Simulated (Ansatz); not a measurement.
BF$_{2}$H···H$_{2}$S

```xyz
7

B     0.0523    0.4633   -0.1163
H     0.2234    0.9490    0.9555
F     1.0529    0.3239   -0.9694
F    -1.1680    0.1566   -0.5325
S     0.3698   -2.4280    1.0181
H    -0.4841   -2.8960    0.0841
H    -0.5823   -2.4061    1.9738
```

The calculation used RKS B3LYP-D4/6-31G* (Ansatz).

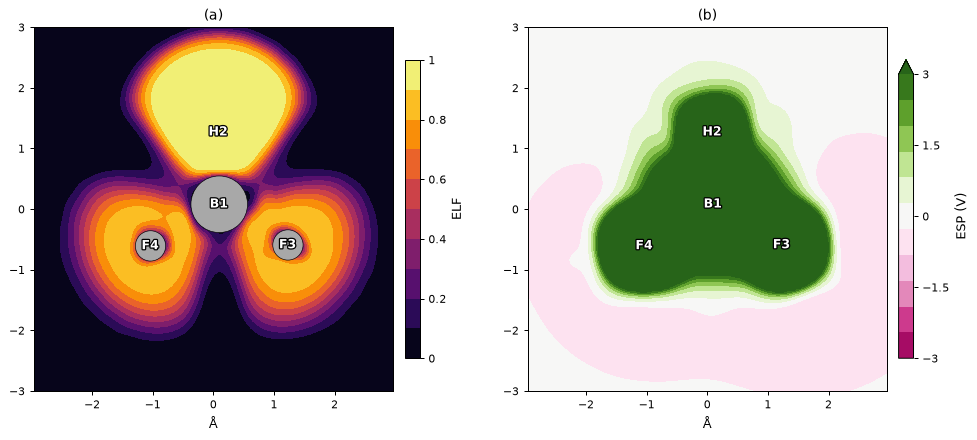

Figure 1. (a) electron localisation function; (b) electrostatic potential on the plane of atoms H2, B1 and F4. Grey discs cover the atomic cores in the ELF map.

Question: Describe what can be read from this map.

Answer:
- The section cuts through B, H and F sites.
- B–F (1.32 Å): the ELF peaks at about 0.85 between the atoms; a shared but strongly polarised pair.
- B–H (1.19 Å): the ELF climbs to about 1 towards the hydrogen, as it does in any bond to H (an ordinary covalent bond to hydrogen).
- The ELF also peaks beside F3 and F4, away from the bonds: lone-pair regions.
- Outside the dense part of the complex the potential is most negative (−0.8 V) near F3.

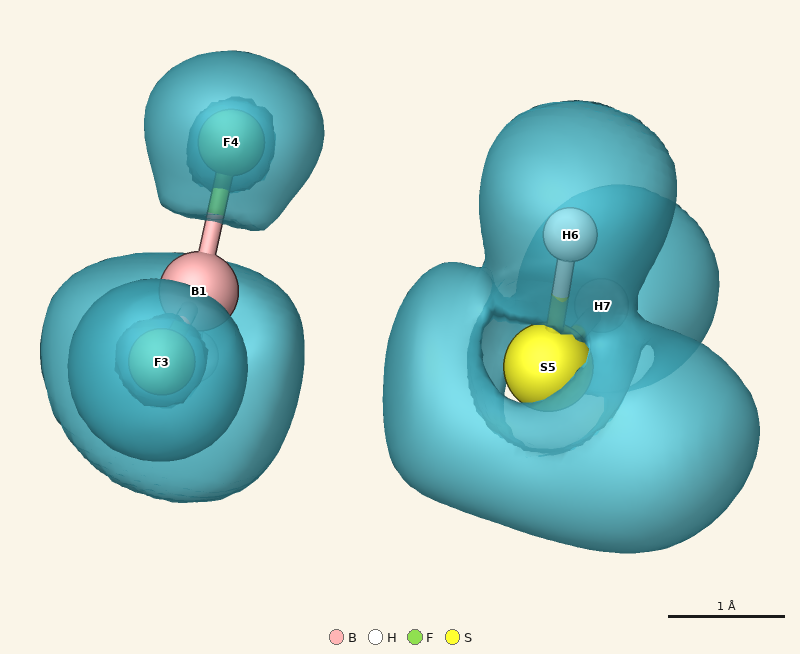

Figure 2. Isosurface of the electron localisation function at 0.75 (cyan), seen from one side. Core shells and regions of very low density are left out.

Question: What do the ELF domains correspond to?

Answer: The ELF exceeds this value in one region around a hydrogen nucleus, two regions on F in which the atom's valence shell and bonds are merged and one joined region spread over several atoms (H, S), in which their bonds and any lone pairs are merged. Profiles from the grid: B1···S5 (3.12 Å): the ELF peaks at about 0.95 in the valence shell of S, 0.9 Å from its nucleus, and is about 0.35 at the midpoint.

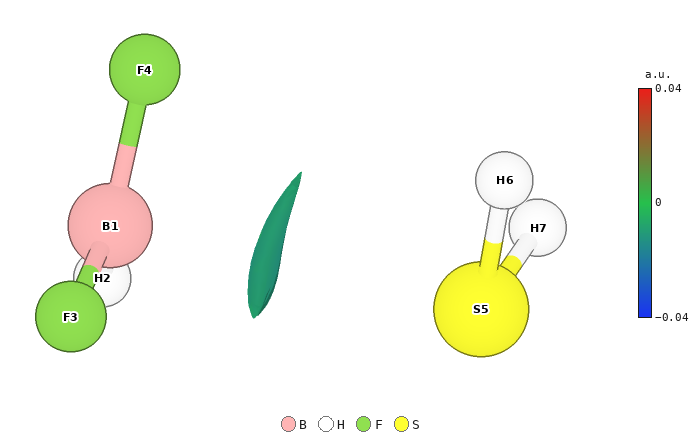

Figure 3. Non-covalent interaction (NCI) plot: the surface where the reduced density gradient is 0.4, for densities under 0.05 a.u., coloured by sign(λ₂)ρ; seen from one side.

Question: What holds or crowds the atoms apart from the covalent bonds?

Answer: Between B1 on one side and S5 on the other: a weakly attractive contact (blue-green).

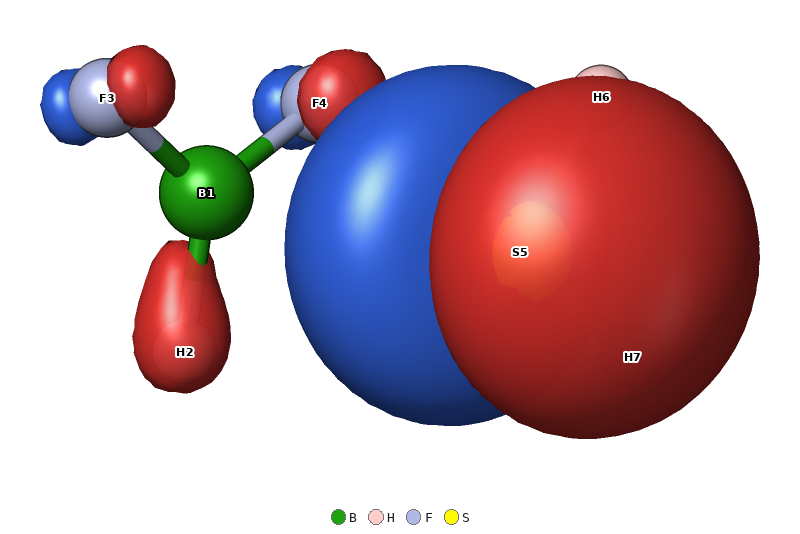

Figure 4. The HOMO at ±0.1 Å⁻³ᐟ² (red and blue are the two phases), seen at a tilt.

Question: Describe this orbital and give its energy.

Answer: By Hirshfeld shares it lies mainly on S5 (about 85 %); largely a lone pair of S5. Its energy is −7.50 eV.
